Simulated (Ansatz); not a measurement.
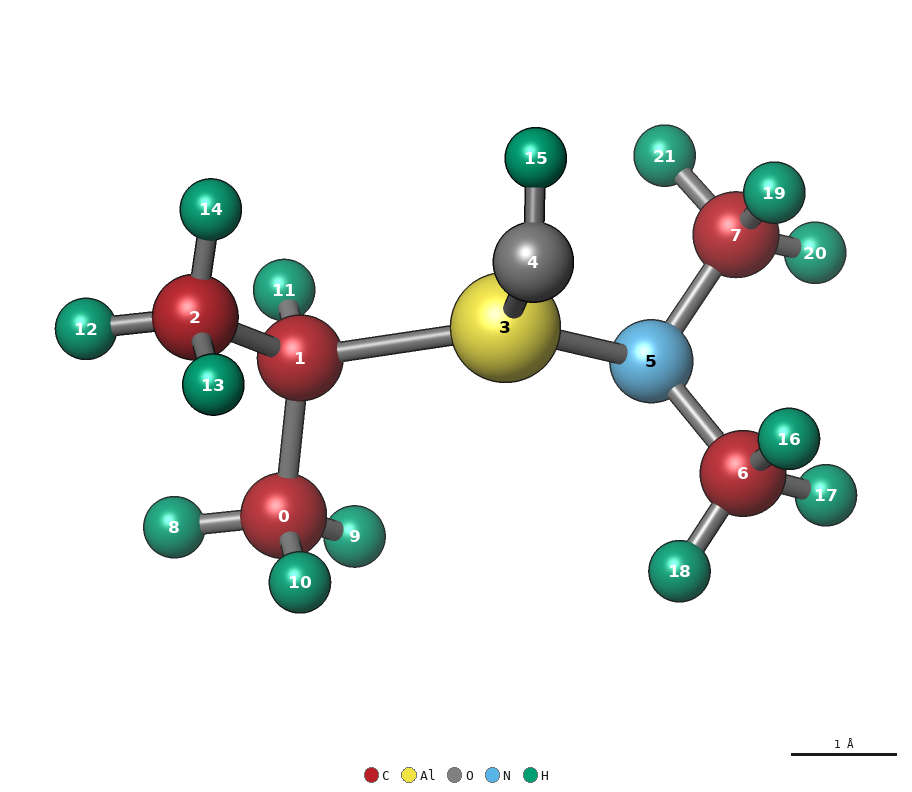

The picture shows the input geometry. Atoms are numbered from 0, in the order of the input.

The calculation was set up as follows.

```yaml
crystal:
  periodic: [false, false, false]
  atoms:
    - {symbol: C, position_ang: [-1.029100, -2.261400, 0.298100]}
    - {symbol: C, position_ang: [-1.566200, -0.831800, -0.135900]}
    - {symbol: C, position_ang: [-2.872200, -0.443000, 0.599100]}
    - {symbol: Al, position_ang: [-0.049300, 0.548300, 0.175700]}
    - {symbol: O, position_ang: [-0.436300, 1.964200, 1.260900]}
    - {symbol: N, position_ang: [1.601500, 0.344100, -0.670100]}
    - {symbol: C, position_ang: [2.674800, 0.189300, 0.353600]}
    - {symbol: C, position_ang: [1.922500, 1.501700, -1.532800]}
    - {symbol: H, position_ang: [-1.857300, -2.957700, 0.117000]}
    - {symbol: H, position_ang: [-0.164200, -2.492200, -0.262500]}
    - {symbol: H, position_ang: [-0.851900, -2.237400, 1.393300]}
    - {symbol: H, position_ang: [-1.754500, -0.830200, -1.209200]}
    - {symbol: H, position_ang: [-3.690000, -1.158100, 0.388400]}
    - {symbol: H, position_ang: [-2.684200, -0.400000, 1.726400]}
    - {symbol: H, position_ang: [-3.195900, 0.537400, 0.279800]}
    - {symbol: H, position_ang: [-0.785900, 2.705100, 0.692100]}
    - {symbol: H, position_ang: [2.716000, 1.115800, 1.001400]}
    - {symbol: H, position_ang: [3.624300, 0.049600, -0.121500]}
    - {symbol: H, position_ang: [2.452400, -0.716900, 0.986700]}
    - {symbol: H, position_ang: [1.871800, 2.449300, -0.924400]}
    - {symbol: H, position_ang: [2.834500, 1.356500, -2.056400]}
    - {symbol: H, position_ang: [1.129900, 1.537400, -2.331100]}
basis:
  gaussian: {orbitals: def2-SVP}
hamiltonian: {xc: pbe, dispersion: d4}
relax: {f_tol: 0.03, max_steps: 200}
```

What the program printed (its end):

```
mean field -15525.43982206 eV, -570.5493899398 hartree, gradient 2.2e-5 eV, S^2 0.000000; 1 other end points of the search recorded, 0 dependent functions left out
the calculation of the forces begins
reference -15525.43986671 eV, -570.5493915806 hartree; 36, 36 occupied and 150, 150 virtual orbitals, 2110 factors
Total energy: -15525.93596066 eV, -570.5676226970 hartree
Atom 0 at    -0.834377    -2.214411     0.349943 Å, force     0.001658     0.003683     0.002965 eV/Å
Atom 1 at    -1.543476    -0.904750    -0.023607 Å, force    -0.007410    -0.008718    -0.011104 eV/Å
Atom 2 at    -2.575732    -0.492819     1.046615 Å, force     0.006445     0.001527     0.006009 eV/Å
Atom 3 at    -0.424000     0.666138    -0.466200 Å, force     0.008105    -0.009906     0.021996 eV/Å
Atom 4 at    -1.340099     2.051104    -0.937443 Å, force    -0.019112     0.009079    -0.008990 eV/Å
Atom 5 at     1.376394     0.799394    -0.385115 Å, force     0.002236    -0.001600    -0.002589 eV/Å
Atom 6 at     2.270843    -0.280026    -0.015294 Å, force    -0.000121    -0.003416    -0.000053 eV/Å
Atom 7 at     2.087583     2.024647    -0.692145 Å, force     0.001948    -0.000650    -0.001570 eV/Å
Atom 8 at    -1.567671    -3.031952     0.536182 Å, force    -0.000118     0.001789    -0.001471 eV/Å
Atom 9 at    -0.146536    -2.569918    -0.445256 Å, force    -0.001495     0.001556     0.001073 eV/Å
Atom 10 at    -0.236674    -2.110109     1.281102 Å, force    -0.000160    -0.001365    -0.001425 eV/Å
Atom 11 at    -2.106832    -1.079701    -0.971691 Å, force    -0.000236    -0.000327     0.000160 eV/Å
Atom 12 at    -3.326217    -1.297893     1.219331 Å, force     0.002469     0.000511    -0.002803 eV/Å
Atom 13 at    -2.090877    -0.295600     2.027909 Å, force    -0.001932     0.000236    -0.001052 eV/Å
Atom 14 at    -3.130916     0.424699     0.762630 Å, force     0.002361    -0.001464    -0.000448 eV/Å
Atom 15 at    -0.980465     2.913497    -1.190753 Å, force     0.006528     0.003830    -0.000065 eV/Å
Atom 16 at     2.885111    -0.027420     0.884734 Å, force    -0.001808    -0.000132    -0.001877 eV/Å
Atom 17 at     2.994128    -0.526219    -0.832361 Å, force    -0.000288     0.000133     0.002754 eV/Å
Atom 18 at     1.708253    -1.205043     0.218060 Å, force     0.000878     0.000912     0.000610 eV/Å
Atom 19 at     2.693407     2.389608     0.174221 Å, force    -0.001312     0.001382    -0.000423 eV/Å
Atom 20 at     2.797418     1.900611    -1.547555 Å, force    -0.000074     0.000573     0.000028 eV/Å
Atom 21 at     1.381434     2.836160    -0.964707 Å, force     0.001440     0.002368    -0.001726 eV/Å
Dipole moment:     0.267640     0.076528    -0.034077 e Å
```
